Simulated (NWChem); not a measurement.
# A workflow on the pair Si2H6···C2H2S

Aim: the energy (singlet C2H8SSi2, SVWN5/6-31+G*), then the energy (singlet Si2H6, SVWN5/6-31+G*), then a single-point energy (singlet C2H2S, SVWN5/6-31+G*), then the energy (singlet Si2H6, SVWN5/6-31+G*), then the energy (singlet C2H2S, SVWN5/6-31+G*) of C2H8SSi2 and its partners. 

Program for the calculation: NWChem 7.3.0.

1 further run of the same task is left out (for a known fault of the program).

### 1 Starting point

C2H8SSi2 has 13 atoms, charge 0, and is taken as a singlet. The two molecules were placed rigidly side by side, at 1.3 times their contact distance; the pair isn't optimised.

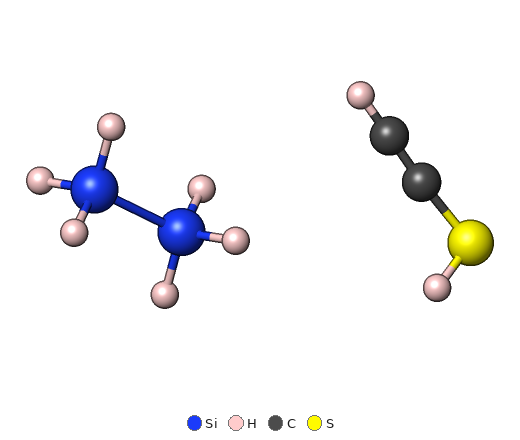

The structure, seen from a chosen angle (silicon blue, hydrogen pink, carbon dark grey, sulfur yellow).

### 2 The energy at SVWN5/6-31+G(d) (spherical functions) (run 1)

a.nw

```
start a
title "C2H8SSi2"
memory 2200 mb

geometry units bohr noautosym nocenter noautoz
  Si    -0.66520249     0.93977970    -1.88583329
  Si     0.66516470    -0.93974190     1.88587108
  H      1.55409187     1.80527426    -3.37871693
  H     -2.12482695    -0.90100252    -3.42973953
  H     -2.30453991     3.15812920    -1.34348189
  H      2.13064731     0.89896161     3.42656479
  H      2.29902191    -3.16224880     1.34351969
  H     -1.55431863    -1.79918935     3.38177828
  C      3.86305373     8.81205748    -4.23729509
  C      3.68258489     8.59494685    -6.49411942
  S      3.35545440     8.54776038    -9.65043448
  H      4.02997324     8.97975178    -2.24021363
  H      4.02509775     6.11704347    -9.98391445
end

basis spherical bse
  * library 6-31+G*
end

dft
  xc slater vwn_5
  grid fine
  convergence energy 1e-08
  maxiter 100
  mulliken
  noprint "final vectors analysis"
end

task dft energy
```

Command:

```
$ nwchem a.nw > a.out
```

Standard output:

```text
[...]
          Wavefunction type:  closed shell.
          No. of atoms     :    13
          No. of electrons :    64
[...]
          Charge           :     0
          Spin multiplicity:     1
[...]
          AO basis - number of functions:   118
[...]
              XC Information
              --------------
                        Slater Exchange Functional  1.000 local
                      VWN V Correlation Functional  1.000 local
[...]
 d= 0,ls=0.0,diis     1  -1053.4793061232 -1.31D+03  5.50D-02  7.63D-01     6.5
[...]
 d= 0,ls=0.0,diis    12  -1053.5469605784 -1.02D-09  3.38D-07  7.70D-11    50.4
         Total DFT energy =    -1053.546960578406
      One electron energy =    -1966.194537539371
           Coulomb energy =      734.473962151265
    Exchange-Corr. energy =      -76.660134043681
 Nuclear repulsion energy =      254.833748853381
[...]
      Total Density - Mulliken Population Analysis
     ---------------------------------------------
    Atom       Charge   Shell Charges
 -----------   ------   -------------------------------------------------------
    1 Si  14    14.00   2.00  2.00  5.95  1.04  2.09  0.33  0.38 -0.01  0.11  0.10
    2 Si  14    13.99   2.00  2.00  5.95  1.04  2.09  0.33  0.39 -0.01  0.09  0.10
    3 H    1     1.00   0.47  0.53
    4 H    1     1.00   0.47  0.53
    5 H    1     1.00   0.47  0.52
    6 H    1     1.00   0.47  0.53
    7 H    1     1.00   0.47  0.53
    8 H    1     1.00   0.47  0.53
    9 C    6     5.97   2.00  0.68  2.04  0.60  0.86 -0.24  0.02  0.02
   10 C    6     6.36   2.00  0.67  2.04  0.60  0.71  0.32 -0.01  0.03
[...]
```

Run time: 51 s. Hardware: 1 thread of Intel Xeon Platinum 8259CL at 2.50GHz (Skylake/Cascade Lake), shared host; peak memory 0.12 GiB.

### 3 Si2H6: a single-point energy at SVWN5/6-31+G(d) (spherical functions) (run 2)

geom.nw

```
start geom
memory 2200 mb

geometry units atomic noautosym nocenter noautoz
   Si    -0.66520249     0.93977970    -1.88583329
   Si     0.66516470    -0.93974190     1.88587108
   H      1.55409187     1.80527426    -3.37871693
   H     -2.12482695    -0.90100252    -3.42973953
   H     -2.30453991     3.15812920    -1.34348189
   H      2.13064731     0.89896161     3.42656479
   H      2.29902191    -3.16224880     1.34351969
   H     -1.55431863    -1.79918935     3.38177828
end

basis "ao basis" spherical bse
   * library 6-31+G*
end

dft
   xc slater vwn_5
   mult 1
   grid fine
   convergence energy 1e-08
   maxiter 100
   mulliken
   noprint "final vectors analysis"
end

task dft energy
```

Command:

```
$ nwchem geom.nw > geom.out
```

Standard output:

```text
[...]
          Wavefunction type:  closed shell.
          No. of atoms     :     8
          No. of electrons :    34
[...]
          Charge           :     0
          Spin multiplicity:     1
[...]
          AO basis - number of functions:    56
[...]
              XC Information
              --------------
                        Slater Exchange Functional  1.000 local
                      VWN V Correlation Functional  1.000 local
[...]
 d= 0,ls=0.0,diis     1   -580.1245724483 -6.71D+02  1.03D-02  2.22D-01     1.8
[...]
 d= 0,ls=0.0,diis     7   -580.1444391963 -2.28D-09  8.10D-08  6.57D-12     6.8
         Total DFT energy =     -580.144439196324
      One electron energy =     -986.639591218694
           Coulomb energy =      357.297406990267
    Exchange-Corr. energy =      -41.575336204603
 Nuclear repulsion energy =       90.773081236706
[...]
      Total Density - Mulliken Population Analysis
     ---------------------------------------------
    Atom       Charge   Shell Charges
 -----------   ------   -------------------------------------------------------
    1 Si  14    13.99   2.00  2.00  5.95  1.04  2.09  0.33  0.39 -0.01  0.10  0.10
    2 Si  14    13.99   2.00  2.00  5.95  1.04  2.09  0.33  0.39 -0.01  0.10  0.10
    3 H    1     1.00   0.47  0.53
    4 H    1     1.00   0.47  0.53
    5 H    1     1.00   0.47  0.53
    6 H    1     1.00   0.47  0.53
    7 H    1     1.00   0.47  0.53
    8 H    1     1.00   0.47  0.53
[...]
```

Run time: 7.5 s. Hardware: 1 thread of Intel Xeon Platinum 8259CL at 2.50GHz (Skylake/Cascade Lake), shared host; peak memory 0.12 GiB.

### 4 C2H2S: the energy at SVWN5/6-31+G(d) (spherical functions) (run 3)

c2h2s.nw

```
start c2h2s
memory 2200 mb
charge 0

geometry units angstrom noautosym nocenter noautoz
  C      2.044240     4.663140    -2.242280
  C      1.948740     4.548250    -3.436540
  S      1.775630     4.523280    -5.106790
  H      2.132570     4.751880    -1.185470
  H      2.129990     3.237000    -5.283260
end

basis spherical bse
  * library 6-31+G*
end

dft
  xc slater vwn_5
  grid fine
  convergence energy 1e-08
  maxiter 100
  mulliken
  print low
end

task dft energy
```

Command:

```
$ nwchem c2h2s.nw > c2h2s.out
```

Standard output:

```text
[...]
 d= 0,ls=0.0,diis     1   -473.3541351900 -5.52D+02  1.13D-01  5.39D-01     1.7
[...]
 d= 0,ls=0.0,diis    11   -473.4018556886 -4.19D-09  7.69D-07  2.36D-10     7.6
         Total DFT energy =     -473.401855688565
      One electron energy =     -809.442524361097
           Coulomb energy =      292.127193208708
    Exchange-Corr. energy =      -35.085959563269
 Nuclear repulsion energy =       78.999435027094
[...]
      Total Density - Mulliken Population Analysis
     ---------------------------------------------
    Atom       Charge   Shell Charges
 -----------   ------   -------------------------------------------------------
    1 C    6     5.92   2.00  0.68  2.03  0.60  0.86 -0.29  0.02  0.02
    2 C    6     6.39   2.00  0.67  2.04  0.59  0.71  0.34  0.00  0.03
    3 S   16    16.09   2.00  2.00  5.96  1.38  3.10  0.49  0.95  0.11  0.02  0.08
    4 H    1     0.75   0.49  0.26
    5 H    1     0.85   0.48  0.38
[...]
```

It took 8.4 s on 1 thread of Intel Xeon Platinum 8259CL at 2.50GHz (Skylake/Cascade Lake), shared host; peak memory 0.11 GiB.

### 5 Si2H6 among ghost functions: a single-point energy at SVWN5/6-31+G(d) (spherical functions, with ghost functions) (run 4)

test.nw

```
start test
memory 2200 mb

geometry units bohr noautosym nocenter noautoz
 Si  -0.66520249   0.93977970  -1.88583329
 Si   0.66516470  -0.93974190   1.88587108
 H    1.55409187   1.80527426  -3.37871693
 H   -2.12482695  -0.90100252  -3.42973953
 H   -2.30453991   3.15812920  -1.34348189
 H    2.13064731   0.89896161   3.42656479
 H    2.29902191  -3.16224880   1.34351969
 H   -1.55431863  -1.79918935   3.38177828
 bqC      3.863054     8.812057    -4.237295
 bqC      3.682585     8.594947    -6.494119
 bqS      3.355454     8.547760    -9.650434
 bqH      4.029973     8.979752    -2.240214
 bqH      4.025098     6.117043    -9.983914
end

basis spherical bse
 Si library 6-31+G*
 H library 6-31+G*
 bqC library C 6-31+G*
 bqS library S 6-31+G*
 bqH library H 6-31+G*
end

dft
 xc slater vwn_5
 mult 1
 grid fine
 convergence energy 1e-08
 maxiter 100
 mulliken
 print low
end

task dft energy
```

Command:

```
$ nwchem test.nw > test.out
```

Standard output:

```text
[...]
 d= 0,ls=0.0,diis     1   -580.1246440240 -6.71D+02  5.53D-03  2.23D-01     5.4
[...]
 d= 0,ls=0.0,diis     7   -580.1445364739 -2.53D-09  7.97D-07  3.50D-11    28.1
         Total DFT energy =     -580.144536473919
      One electron energy =     -986.635517901656
           Coulomb energy =      357.292701990559
    Exchange-Corr. energy =      -41.574801799527
 Nuclear repulsion energy =       90.773081236706
[...]
      Total Density - Mulliken Population Analysis
     ---------------------------------------------
    Atom       Charge   Shell Charges
 -----------   ------   -------------------------------------------------------
    1 Si  14    14.00   2.00  2.00  5.95  1.04  2.09  0.33  0.38 -0.01  0.11  0.10
    2 Si  14    13.99   2.00  2.00  5.95  1.04  2.09  0.33  0.39 -0.01  0.09  0.10
    3 H    1     1.00   0.47  0.53
    4 H    1     1.00   0.47  0.53
    5 H    1     1.00   0.47  0.53
    6 H    1     1.00   0.47  0.53
    7 H    1     1.00   0.47  0.53
    8 H    1     1.00   0.47  0.53
    9 X    0     0.02   0.00  0.00 -0.00 -0.00 -0.00  0.02 -0.00  0.00
   10 X    0    -0.02  -0.00 -0.00 -0.00 -0.00 -0.00 -0.02 -0.00  0.00
[...]
```

It took 29 s on 1 thread of Intel Xeon Platinum 8259CL at 2.50GHz (Skylake/Cascade Lake), shared host; peak memory 0.12 GiB.

### 6 C2H2S among ghost functions: a single-point energy at SVWN5/6-31+G(d) (spherical functions, with ghost functions) (run 5)

c2h2s.nw

```
start c2h2s
title "C2H2S"
memory total 2200 mb

geometry units angstroms noautosym nocenter noautoz
  C        2.044240       4.663140      -2.242280
  C        1.948740       4.548250      -3.436540
  S        1.775630       4.523280      -5.106790
  H        2.132570       4.751880      -1.185470
  H        2.129990       3.237000      -5.283260
  bqSi    -0.352010     0.497310    -0.997940
  bqSi     0.351990    -0.497290     0.997960
  bqH      0.822390     0.955310    -1.787940
  bqH     -1.124410    -0.476790    -1.814940
  bqH     -1.219510     1.671210    -0.710940
  bqH      1.127490     0.475710     1.813260
  bqH      1.216590    -1.673390     0.710960
  bqH     -0.822510    -0.952090     1.789560
end

basis spherical bse
  C library 6-31+G*
  S library 6-31+G*
  H library 6-31+G*
  bqSi library Si 6-31+G*
  bqH library H 6-31+G*
end

dft
  xc slater vwn_5
  grid fine
  convergence energy 1e-08
  maxiter 100
  mulliken
  print low
end

task dft energy
```

Command:

```
$ nwchem c2h2s.nw > c2h2s.out
```

Standard output:

```text
[...]
 d= 0,ls=0.0,diis     1   -473.3542359586 -5.52D+02  5.38D-02  5.39D-01     5.1
[...]
 d= 0,ls=0.0,diis    11   -473.4019739802 -4.24D-09  4.64D-07  2.36D-10    41.6
         Total DFT energy =     -473.401973980226
      One electron energy =     -809.440482424963
           Coulomb energy =      292.124771924718
    Exchange-Corr. energy =      -35.085698507075
 Nuclear repulsion energy =       78.999435027094
[...]
      Total Density - Mulliken Population Analysis
     ---------------------------------------------
    Atom       Charge   Shell Charges
 -----------   ------   -------------------------------------------------------
    1 C    6     5.93   2.00  0.68  2.04  0.60  0.86 -0.28  0.03  0.02
    2 C    6     6.39   2.00  0.67  2.04  0.60  0.71  0.35  0.00  0.03
    3 S   16    16.08   2.00  2.00  5.96  1.38  3.10  0.49  0.95  0.11  0.01  0.08
    4 H    1     0.75   0.49  0.26
    5 H    1     0.86   0.48  0.38
    6 X    0    -0.00  -0.00 -0.00 -0.00 -0.00  0.00  0.00 -0.00 -0.00 -0.00 -0.00
    7 X    0    -0.00  -0.00 -0.00 -0.00 -0.00 -0.00  0.00  0.00 -0.00 -0.00 -0.00
    8 X    0    -0.00   0.00 -0.00
    9 X    0    -0.00   0.00 -0.00
   10 X    0     0.00  -0.00  0.00
[...]
```

Run time: 42 s. Hardware: 1 thread of Intel Xeon Platinum 8259CL at 2.50GHz (Skylake/Cascade Lake), shared host; peak memory 0.12 GiB.

### 7 What came out

| quantity | value |
| --- | --- |
| run 1, SVWN5/6-31+G*: total energy | -1053.54696 Eh |
| run 1, SVWN5/6-31+G*: dipole moment | 1.04 D |
| Si2H6: total energy | -580.14444 Eh |
| Si2H6: dipole moment | 0.00 D |
| C2H2S: total energy | -473.40186 Eh |
| Si2H6 among ghost functions: total energy | -580.14454 Eh |
| C2H2S among ghost functions: total energy | -473.40197 Eh |
| interaction energy of the rigid parts Si2H6 and C2H2S (parts in their own basis; closest atoms 3.93 Å apart) | -0.018 eV |
| interaction energy of the rigid parts Si2H6 and C2H2S (parts in the whole basis, counterpoise; closest atoms 3.93 Å apart) | -0.012 eV |

**Reading.** The interaction energy of the rigid parts Si2H6 and C2H2S (parts in their own basis; closest atoms 3.93 Å apart) is −0.02 eV (−1.7 kJ/mol). Without counterpoise this holds the superposition error of the basis. The interaction energy of the rigid parts Si2H6 and C2H2S (parts in the whole basis, counterpoise; closest atoms 3.93 Å apart) is −0.01 eV (−1.2 kJ/mol). The basis-set superposition error is 0.6 kJ/mol. Mulliken charges (run 1, SVWN5/6-31+G*) run from -0.36 on C10 to +0.25 on H12; in a basis this large or diffuse they mean little. Mulliken charges (C2H2S) run from -0.39 on C2 to +0.25 on H4; in a basis this large or diffuse they mean little.
